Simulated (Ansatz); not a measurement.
# UCCSDT(Q)/STO-3G run of SiHClF (SMILES F[SiH]Cl)

Aim: the electronic atomisation energy of SiHClF at UCCSDT(Q)/STO-3G, from 5 runs. 

Program for the calculation: Ansatz 0.2.0.

76 further runs of the same task are left out: 16 that didn't finish, 60 set aside as unsound or not needed.

### Step 1. Starting point

SiHClF has 4 atoms, charge 0, and is taken as a doublet. As SMILES, `F[SiH]Cl`. Geometry: relaxed at GFN2-xTB.

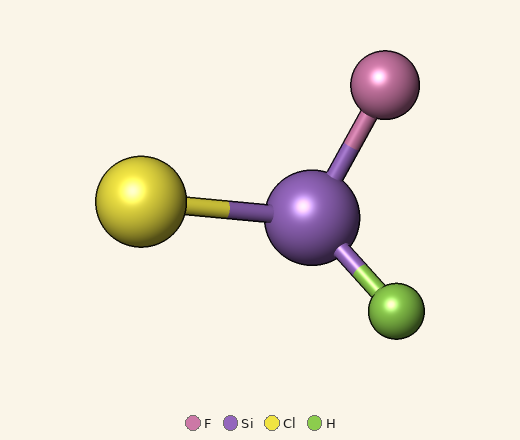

Viewed from a chosen angle; fluorine pink, silicon purple, chlorine yellow, hydrogen green.

### Step 2. A single-point energy at UCCSDT(Q)/STO-3G

run.yaml reads:

```yaml
basis:
  gaussian:
    orbitals: STO-3G
crystal:
  periodic: [false, false, false]
  atoms:
    - {symbol: F, position_ang: [-0.992950, -0.342310, 1.062500]}
    - {symbol: Si, position_ang: [-0.204890, -0.223210, -0.347440]}
    - {symbol: Cl, position_ang: [1.732630, -0.546640, 0.075470]}
    - {symbol: H, position_ang: [-0.534790, 1.112160, -0.790530]}
magnetization:
  spin_polarized: true
  initial_magnetization: 1
correlation:
  method: ccsdt_q
  frozen_orbitals: {Cl: 5, F: 1, H: 0, Si: 5}
accuracy: high
scf:
  omitted_lower_state_checks: [cluster_reference, increment]
```

Run with:

```console
$ ansatz run run.yaml --threads 1 --pin off --max-ram 2610MiB --events-out events.jsonl --progress --plain --runs-dir runs
```

Standard output, shortened:

```text
Warning: RAYON_NUM_THREADS=1 ignored (pool sized by the plan → 1); use --threads N
Functional definition: HF
  name "HF"
[...]
435 factors; integrals over basis functions are off by at most 2.6e-8 eV
[...]
mean field -22825.49255294 eV, -838.8213796460 hartree, gradient 6.7e-8 eV, S^2 0.752695; 0 other end points of the search recorded, 0 dependent functions left out
11 core orbitals not correlated: weight in the atoms' cores, before any rotation towards them, 1.000 or more for the frozen orbitals, at most 0.000 for the correlated occupied ones
reference -22825.49255294 eV, -838.8213796460 hartree; 10, 9 occupied and 3, 4 virtual orbitals, 435 factors
second order -1.29164075 eV of doubles, -0.00000000 eV of singles
cycle   1  -1.50753107 eV  change   -2.2e-1 eV  update   7.3e-2
[...]
cycle  27  -1.80117644 eV  change   -1.3e-9 eV  update   1.1e-9
perturbative correction -0.00315143 eV, -0.0001158130 hartree
Total energy: -22827.29688081 eV, -838.8876874724 hartree
Checks for a lower state left out: cluster_reference, increment
```

Wall time 1.4 s (1 thread of Arm Neoverse V1, shared host); peak memory 0.11 GiB.

### Step 3. The Cl atom, same level

input.yaml reads:

```yaml
crystal:
  periodic: [false, false, false]
  atoms:
    - {symbol: Cl, position_ang: [0.000000, 0.000000, 0.000000]}
basis:
  gaussian:
    orbitals: STO-3G
magnetization:
  spin_polarized: true
  initial_magnetization: 1
correlation:
  method: ccsdt_q
  frozen_orbitals: {Cl: 5}
accuracy: high
scf:
  omitted_lower_state_checks: [cluster_reference, increment]
```

Run the same way, it converges to -454.54219 Eh (log not shown).

### Step 4. The F atom at the same level

molecule.yaml reads:

```yaml
crystal:
  periodic: [false, false, false]
  atoms:
    - symbol: F
      position_ang: [0.000000, 0.000000, 0.000000]
basis:
  gaussian: {orbitals: STO-3G}
magnetization: {spin_polarized: true, initial_magnetization: 1}
correlation: {method: ccsdt_q, frozen_orbitals: {F: 1}}
accuracy: high
scf: {omitted_lower_state_checks: [cluster_reference, increment]}
```

Run the same way, it converges to -97.98651 Eh (log not shown).

### Step 5. The H atom: the energy at UHF/STO-3G

molecule.yaml reads:

```yaml
crystal:
  periodic: [false, false, false]
  atoms:
    - {symbol: H, position_ang: [0.000000, 0.000000, 0.000000]}
basis:
  gaussian:
    orbitals: STO-3G
hamiltonian:
  xc: hf
accuracy: high
magnetization:
  spin_polarized: true
  initial_magnetization: 1
```

Run the same way, it converges to -0.46658 Eh (log not shown).

### Step 6. The Si atom

run.yaml reads:

```yaml
crystal:
  periodic: [false, false, false]
  atoms:
    - symbol: Si
      position_ang: [0.000000, 0.000000, 0.000000]
basis:
  gaussian:
    orbitals: STO-3G
magnetization:
  spin_polarized: true
  initial_magnetization: 2
correlation:
  method: ccsdt_q
  frozen_orbitals: {Si: 5}
accuracy: high
scf:
  omitted_lower_state_checks: [cluster_reference, increment]
```

Run with:

```console
$ ansatz run run.yaml --threads 1 --pin off --max-ram 2610MiB --events-out events.jsonl --progress --plain --runs-dir runs
```

Standard output, shortened:

```text
Warning: RAYON_NUM_THREADS=1 ignored (pool sized by the plan → 1); use --threads N
[... 2 set-up lines as earlier in the session ...]
[...]
42 factors; integrals over basis functions are off by at most 2.5e-9 eV
[...]
mean field -7767.93148641 eV, -285.4662168327 hartree, gradient 2.1e-9 eV, S^2 2.000003; 3 other end points of the search recorded, 0 dependent functions left out
5 core orbitals not correlated: weight in the atoms' cores, before any rotation towards them, 1.000 or more for the frozen orbitals, at most 0.000 for the correlated occupied ones
reference -7767.93148641 eV, -285.4662168327 hartree; 3, 1 occupied and 1, 3 virtual orbitals, 42 factors
second order -0.19861568 eV of doubles, 0.00000000 eV of singles
cycle   1  -0.29002693 eV  change   -9.1e-2 eV  update   3.3e-2
[...]
cycle  10  -0.36498321 eV  change  -5.5e-11 eV  update  1.1e-11
perturbative correction 0.00000000 eV, 0.0000000000 hartree
Total energy: -7768.29646962 eV, -285.4796297181 hartree
Checks for a lower state left out: cluster_reference, increment
```

Run time: 0.26 s. Hardware: 1 thread of Arm Neoverse V1, shared host.

### Step 7. What came out

At UCCSDT(Q)/STO-3G, 11 core orbitals frozen:

```
                                              quantity          value
                                molecule: total energy  -838.88769 Eh
molecule: correlation energy (11 core orbitals frozen)      -66.3 mEh
           molecule: ⟨S²⟩ of the reference determinant          0.753
                               molecule: T1 diagnostic          0.014
                                 Cl atom: total energy  -454.54219 Eh
  Cl atom: correlation energy (5 core orbitals frozen)        0.0 mEh
            Cl atom: ⟨S²⟩ of the reference determinant          0.750
                                Cl atom: T1 diagnostic          0.000
                                  F atom: total energy   -97.98651 Eh
    F atom: correlation energy (1 core orbital frozen)        0.0 mEh
             F atom: ⟨S²⟩ of the reference determinant          0.750
                                 F atom: T1 diagnostic          0.000
                                  H atom: total energy    -0.46658 Eh
                                          H atom: ⟨S²⟩          0.750
                                 Si atom: total energy  -285.47963 Eh
  Si atom: correlation energy (5 core orbitals frozen)      -13.4 mEh
            Si atom: ⟨S²⟩ of the reference determinant          2.000
                                Si atom: T1 diagnostic          0.000
                         electronic atomisation energy      11.232 eV
```

Taking the molecule apart into free atoms costs 11.23 eV (259 kcal/mol), before zero-point energy and without spin-orbit coupling. In a minimal basis such a difference can be off by several eV, whatever the method.
